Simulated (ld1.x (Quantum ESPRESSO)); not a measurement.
## H: pseudopotential generation

Hydrogen (H, Z = 1), core none, reference valence 1s1, valence charge 1. Computed at this level: ultrasoft potential, PBE, scalar-relativistic, made with ld1.x (Quantum ESPRESSO) 7.5.

## Results in brief

- outcome: generated
- cutoffs needed: 15 Ry and 25 Ry (the cutoffs, on a coarse ladder, from which the occupation-weighted sum of valence levels, in a spherical-Bessel basis at the reference potential, stays within 10 and 1 mRy of its value at 400 Ry); ghost states and empty shells don't enter this sum
- ghost test: no ghost state below the valence levels in the s, p, d, f channels (spherical-Bessel basis up to 400 Ry, 20 bohr box)
- lowest eigenvalue of the overlap operator S in a Bessel basis (separate test): 0.99 (s channel)
- density cutoff estimated by the generator: 295 Ry
- range over which the phases arctan(r u′/u) at the test radius agree within 0.05 rad (a looser test near the poles than one of phase shifts): s: over the whole range computed; p: over the whole range computed
- hardware: 1 CPU thread, shared host

## Input
```
 &input
   title='H', zed=1., rel=1, dft='PBE', iswitch=3,
   config='1s1 2p-2',
   nld=2, rlderiv=1.40, eminld=-2.0, emaxld=5.0, deld=0.02
 /
 &inputp
   pseudotype=3, tm=.true., lloc=-2, rcloc=1.00,
   nlcc=.false.,
   which_augfun='PSQ', rmatch_augfun=1.00,
   file_pseudopw='H.UPF', file_wfcaegen='ae.wfc', file_wfcncgen='nc.wfc', file_beta='beta', file_chi='chi', file_wfcusgen='us.wfc'
 /
4
1S  1  0   1.00   0.00  1.05  1.30  0.0
1S  1  0   0.00   0.65  1.05  1.30  0.0
2P  2  1  -2.00   0.15  0.98  1.04  0.0
2P  2  1  -2.00   1.30  0.98  1.04  0.0
 &test
   configts(1)='1s1'
 /
```

## Input of the test run
```
 &input
   title='H', zed=1., rel=1, dft='PBE', iswitch=2,
   config='1s1 2p-2'
 /
 &test
   file_pseudo='H.UPF', nconf=2,
   configts(1)='1s1',
   configts(2)='1s0.5'
 /
```

Command:
```bash
ld1.x < H.in > H.out
```

## The program's output
```
     Program LD1 v.7.5
     --------------------------- All-electron run ----------------------------

     H
     scalar relativistic calculation

     atomic number is  1.00
     dft =PBE   lsd =0 sic =0 latt =0  beta=0.20 tr2=1.0E-14
     Exchange-correlation= PBE
                           (   1   4   3   4   0   0   0)
     mesh = 929 r(mesh) =  99.48432 a.u. xmin = -7.00 dx = 0.01250
     1 Ry =  13.60569312 eV, c = 137.03599908

     n l     nl                  e(Ry)          e(Ha)          e(eV)
     1 0     1S 1( 1.00)        -0.4772        -0.2386        -6.4927

     final scf error:  1.6E-15 reached in  21 iterations

     Etot =      -0.917879 Ry,      -0.458940 Ha,     -12.488386 eV

     Ekin =       0.894520 Ry,       0.447260 Ha,      12.170568 eV
     Encl =      -1.889285 Ry,      -0.944642 Ha,     -25.705025 eV
     Eh   =       0.579625 Ry,       0.289813 Ha,       7.886206 eV
     Exc  =      -0.502741 Ry,      -0.251370 Ha,      -6.840135 eV

     normalization and overlap integrals

     s(1S/1S) =  1.000000  <r> =   1.6358  <r2> =    3.6635  r(max) =   1.0253

     ------------------------ End of All-electron run ------------------------

     --------------------- Generating US pseudopotential ---------------------

      Generating local potential from pseudized AE potential:
      Matching radius rcloc =   1.0000
      Enforcing V''(0)=0 (lloc=-2)

      Local pseudo, rcloc= 1.000 Estimated cut-off energy=    28.78 Ry
      Wfc-us  1S rcutus= 1.284  Estimated cut-off energy=    27.49 Ry
      Wfc-us  1S rcutus= 1.284  Estimated cut-off energy=    31.81 Ry
      Wfc-us  2P rcutus= 1.051  Estimated cut-off energy=    61.87 Ry
      Wfc-us  2P rcutus= 1.051  Estimated cut-off energy=    63.07 Ry

     Q pseudized with Bessel functions
     Expected ecutrho=     295.3377 due to l1=  0   l2=  1

     ------------------- End of pseudopotential generation -------------------

     --------------------------- All-electron run ----------------------------

     H
     scalar relativistic calculation

     atomic number is  1.00
     dft =PBE   lsd =0 sic =0 latt =0  beta=0.20 tr2=1.0E-14
     Exchange-correlation= PBE
                           (   1   4   3   4   0   0   0)
     mesh = 929 r(mesh) =  99.48432 a.u. xmin = -7.00 dx = 0.01250
     1 Ry =  13.60569312 eV, c = 137.03599908

     n l     nl                  e(Ry)          e(Ha)          e(eV)
     1 0     1S 1( 1.00)        -0.4772        -0.2386        -6.4927

     final scf error:  1.6E-15 reached in  21 iterations

     Etot =      -0.917879 Ry,      -0.458940 Ha,     -12.488386 eV

     Ekin =       0.894520 Ry,       0.447260 Ha,      12.170568 eV
     Encl =      -1.889285 Ry,      -0.944642 Ha,     -25.705025 eV
     Eh   =       0.579625 Ry,       0.289813 Ha,       7.886206 eV
     Exc  =      -0.502741 Ry,      -0.251370 Ha,      -6.840135 eV

     normalization and overlap integrals

     s(1S/1S) =  1.000000  <r> =   1.6358  <r2> =    3.6635  r(max) =   1.0253

     ------------------------ End of All-electron run ------------------------

     Computing logarithmic derivative in   1.39274
     Computing logarithmic derivative in   1.39274
     Computing the partial wave expansion
     R is outside the sphere for l=    0 j= 0.00
     R is outside the sphere for l=    0 j= 0.00
     R is outside the sphere for l=    1 j= 0.00
     R is outside the sphere for l=    1 j= 0.00

     ---------------------- Testing the pseudopotential ----------------------

     H
     scalar relativistic calculation

     atomic number is  1.00   valence charge is  1.00
     dft =PBE   lsd =0 sic =0 latt =0  beta=0.20 tr2=1.0E-14
     mesh = 929 r(mesh) =  99.48432 xmin = -7.00 dx = 0.01250

     n l     nl             e AE (Ry)        e PS (Ry)    De AE-PS (Ry)
     1 0     1S   1( 1.00)       -0.47721       -0.47721        0.00000

     eps = 2.8E-16  iter =  3

     Etot =      -0.917879 Ry,      -0.458940 Ha,     -12.488386 eV
     Etotps =    -0.920057 Ry,      -0.460029 Ha,     -12.518013 eV

     Ekin =       0.780638 Ry,       0.390319 Ha,      10.621119 eV
     Encl =      -1.576983 Ry,      -0.788491 Ha,     -21.455944 eV
     Ehrt =       0.582561 Ry,       0.291280 Ha,       7.926145 eV
     Ecxc =      -0.510453 Ry,      -0.255226 Ha,      -6.945061 eV
     Epseu=      -0.195820 Ry,      -0.097910 Ha,      -2.664271 eV

     ---------------------- End of pseudopotential test ----------------------
```

## Output of the test run (extracts)
```
     ---------------------- Testing the pseudopotential ----------------------

     H
     scalar relativistic calculation

     atomic number is  1.00   valence charge is  1.00
     dft =PBE   lsd =0 sic =0 latt =0  beta=0.20 tr2=1.0E-14
     mesh = 929 r(mesh) =  99.48432 xmin = -7.00 dx = 0.01250

     n l     nl             e AE (Ry)        e PS (Ry)    De AE-PS (Ry)
     1 0     1S   1( 1.00)       -0.47721       -0.47721        0.00000

     eps = 2.8E-16  iter =  3

     Etot =      -0.917879 Ry,      -0.458940 Ha,     -12.488386 eV
     Etotps =    -0.920057 Ry,      -0.460029 Ha,     -12.518013 eV

     Ekin =       0.780638 Ry,       0.390319 Ha,      10.621119 eV
     Encl =      -1.576983 Ry,      -0.788491 Ha,     -21.455944 eV
     Ehrt =       0.582561 Ry,       0.291280 Ha,       7.926145 eV
     Ecxc =      -0.510453 Ry,      -0.255226 Ha,      -6.945061 eV
     Epseu=      -0.195820 Ry,      -0.097910 Ha,      -2.664271 eV

     ---------------------- End of pseudopotential test ----------------------

     ---------------------- Testing the pseudopotential ----------------------

     H
     scalar relativistic calculation

     atomic number is  1.00   valence charge is  1.00
     dft =PBE   lsd =0 sic =0 latt =0  beta=0.20 tr2=1.0E-14
     mesh = 929 r(mesh) =  99.48432 xmin = -7.00 dx = 0.01250

     n l     nl             e AE (Ry)        e PS (Ry)    De AE-PS (Ry)
     1 0     1S   1( 0.50)       -0.93203       -0.93398        0.00196

     eps = 3.9E-17  iter =  6

     Etot =      -0.567897 Ry,      -0.283948 Ha,      -7.726632 eV
     Etotps =    -0.569711 Ry,      -0.284856 Ha,      -7.751319 eV
     dEtot_ae =       0.349982 Ry
     dEtot_ps =       0.350346 Ry,   Delta E=      -0.000363 Ry

     Ekin =       0.485549 Ry,       0.242775 Ha,       6.606231 eV
     Encl =      -0.863889 Ry,      -0.431944 Ha,     -11.753804 eV
     Ehrt =       0.166637 Ry,       0.083319 Ha,       2.267215 eV
     Ecxc =      -0.239619 Ry,      -0.119810 Ha,      -3.260186 eV
     Epseu=      -0.118390 Ry,      -0.059195 Ha,      -1.610774 eV

     ---------------------- End of pseudopotential test ----------------------
```

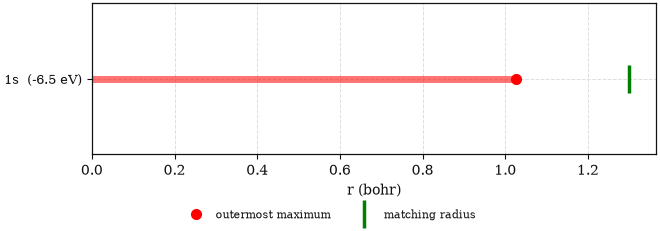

Outer shells of the all-electron reference atom: each bar runs from the outermost node (or the nucleus) to the outermost maximum of u(r); the tick is the radius chosen for the pseudo-wave. Shells without a tick have no pseudo-wave of their own. Levels, nodes and maxima are from ld1.x, scalar-relativistic.

- Radii against the shells: 1s: 1.30 bohr, outside the maximum.

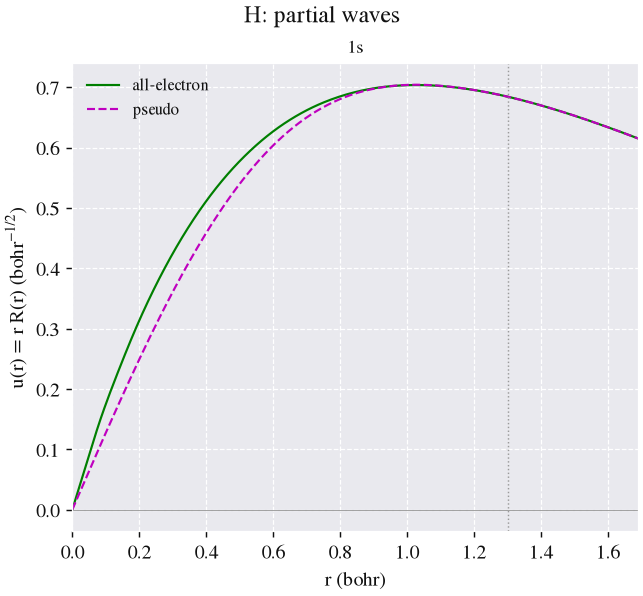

Partial waves u(r) = r R(r), all-electron (solid) and pseudo (dashed). Dotted lines mark the matching radii. Pseudo-waves: 1s has no node.

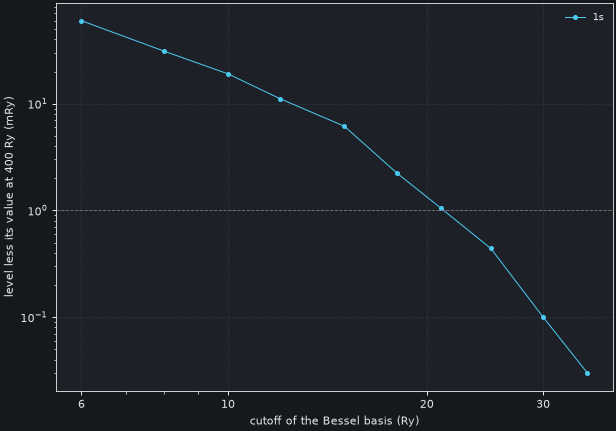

The pseudo-atom Hamiltonian at the reference potential is diagonalised in spherical Bessel functions (20 bohr box) up to the cutoff. Curves: distance of each valence level from its value at 400 Ry.

- Cutoffs from which each level stays within 1 mRy: 1s: 25 Ry.
- Cutoffs for 10 and 1 mRy in the occupation-weighted sum of levels: 15 Ry and 25 Ry, on the ladder of cutoffs that was run.

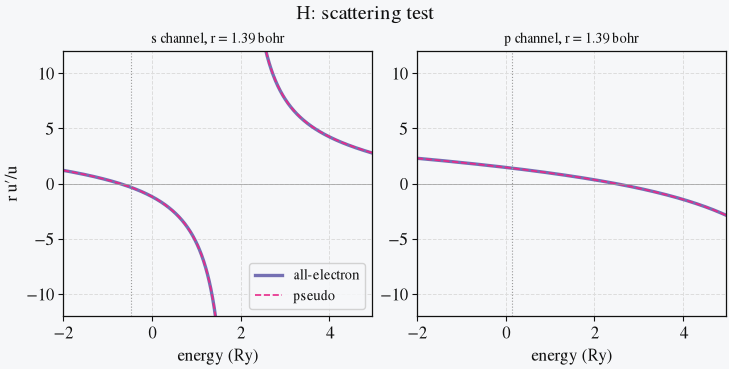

Logarithmic derivatives r u′/u at the test radius against energy, all-electron atom (solid) and pseudo-atom (dashed). Here u = r R(r). The dotted line marks the reference energy of the channel.

- Zeros of the logarithmic derivative: s: all-electron -0.7 Ry, pseudo -0.7 Ry; p: all-electron 2.5 Ry, pseudo 2.5 Ry.
- Poles, where the radial function vanishes at the test radius: s: all-electron at 1.9 Ry, pseudo at 1.9 Ry; p: all-electron at no energy in the range, pseudo at no energy in the range.
- Ghost states: the plot shows none: pseudo and all-electron curves have the same branches in all channels drawn. The separate test gives: no ghost state below the valence levels in the s, p, d, f channels.
